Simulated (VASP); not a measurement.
Consider the following.

```yaml
crystal:
  lattice:
    - [-0.00823, 3.93341, 3.99838]
    - [3.93341, -0.00823, 3.99838]
    - [1.96259, 1.96259, 0.00000]
  atoms:
    - { symbol: Pt, position: [0.00000, 0.00000, 0.00000] }
    - { symbol: Pt, position: [0.00000, 0.50000, 0.00000] }
    - { symbol: Pt, position: [0.50000, 0.00000, 0.00000] }
    - { symbol: Au, position: [0.50000, 0.50000, 0.00000] }
```

Level of theory: PBEsol GGA, VASP's PBE PAW potentials (set 64) (plane waves; VASP 6.6.1). Numerical set-up: 400 eV cut-off, 8×8×15 Γ-centred mesh, tetrahedra with Blöchl corrections, potentials Pt Au.

Unless said otherwise, spin-orbit coupling is left out, though it shifts the bands of the heavy elements here.

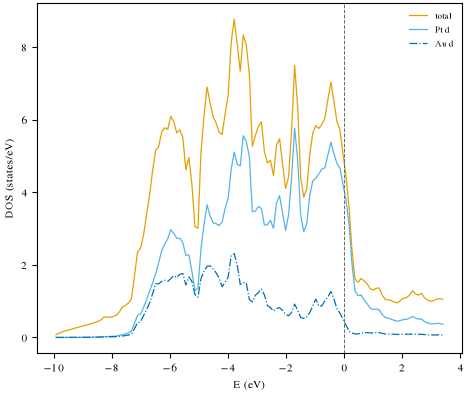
Fig. 1. Total and projected density of states, zero at the Fermi level

Within 2 eV below the Fermi level the largest weight inside VASP's projection spheres is Pt d.

It has no gap at this level: it comes out as a metal or semimetal.

The structure was generated: AuPt3 was put into an ordered model structure (Cmmm), which need not be its known phase. It was relaxed first. The electron count is odd and the run is not spin-polarised, which forces a metal.
